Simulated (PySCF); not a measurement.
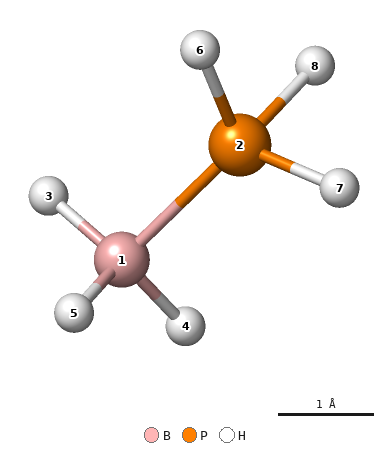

BPH$_{6}$, before the relaxation. Style: ball-and-stick. Shown from a free direction.

The start comes from GFN2-xTB. Its atoms were then displaced at random by about 0.01 Å.

All numbers below come from PBE0-D3(BJ)/def2-SVP geometry optimisation, gas phase (PySCF).

```xyz
8

B    -1.0816   -0.0839   -0.0150
P     0.7955    0.0396    0.0062
H    -1.4822    0.8021    0.7103
H    -1.3658    0.1310   -1.1612
H    -1.3546   -1.1635    0.3573
H     1.4970   -0.1231    1.1906
H     1.5781   -0.8294   -0.7494
H     1.4687    1.2079   -0.3913
```

Question: What does the optimiser find from here?

Answer: The atom that moves furthest after the best rigid fit is H6 (0.065 Å). Largest moves by element: H 0.065 Å, P 0.030 Å, B 0.026 Å. Among the contacts that change: B1–H5 1.174 → 1.220 Å, B1–P2 1.881 → 1.923 Å, P2–H6 1.386 → 1.417 Å, B1–H4 1.200 → 1.221 Å. Bond angles that change, for instance: B1–P2–H8 122.0° → 118.0°, H6–P2–H7 96.1° → 99.6°, H3–B1–H4 111.2° → 114.5°. Over 5 geometry steps the energy falls by 0.103 eV. The run took 4.7 s on 1 thread of Arm Neoverse V2 (shared host).

Final geometry:

```xyz
8

B    -1.0948   -0.0655   -0.0269
P     0.8249    0.0432    0.0101
H    -1.4483    0.8231    0.7315
H    -1.3693    0.1320   -1.2000
H    -1.3305   -1.1959    0.3667
H     1.4816   -0.1359    1.2529
H     1.5602   -0.8744   -0.7805
H     1.4312    1.2542   -0.4063
```

The end point in the same view:

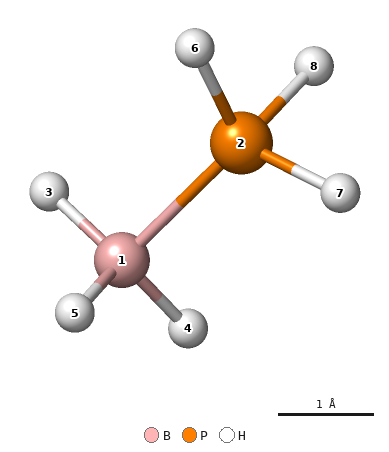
